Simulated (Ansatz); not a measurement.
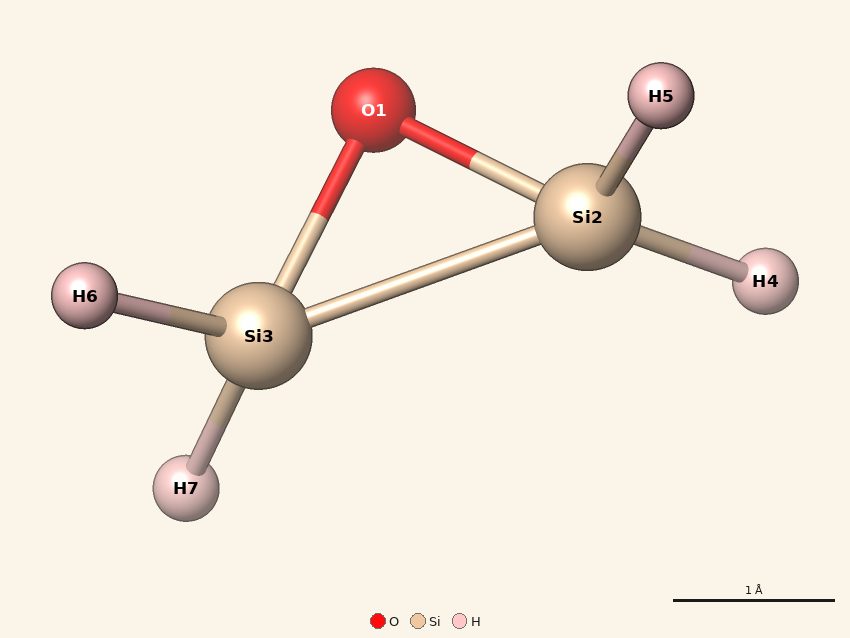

The picture comes from a calculation with Ansatz.

Orthographic view. Distant atoms are faded towards the background colour. Geometry: relaxed with PBE0-D4/def2-TZVP with one coordinate held away from its value at the minimum.

Write a MOL file (V2000) with the atoms in numerical order, bonds sorted by atom number with the orders drawn, and coordinates in the frame of the picture: x right, y up, z towards the viewer, origin at the mean position.

```
H4OSi2
                    3D

  7  7  0  0  0  0  0  0  0  0999 V2000
   -0.2700    0.9400   -0.6200 O   0  0  0  0  0  0  0  0  0  0  0  0
    1.0700    0.2700    0.1900 Si  0  0  0  0  0  4  0  0  0  0  0  0
   -0.9900   -0.4700   -0.0100 Si  0  0  0  0  0  4  0  0  0  0  0  0
    2.1800   -0.1300   -0.7100 H   0  0  0  0  0  0  0  0  0  0  0  0
    1.5300    1.0300    1.2300 H   0  0  0  0  0  0  0  0  0  0  0  0
   -2.0700   -0.2200    0.9700 H   0  0  0  0  0  0  0  0  0  0  0  0
   -1.4400   -1.4200   -1.0500 H   0  0  0  0  0  0  0  0  0  0  0  0
  1  2  1  0
  1  3  1  0
  2  3  1  0
  2  4  1  0
  2  5  1  0
  3  6  1  0
  3  7  1  0
M  END
```
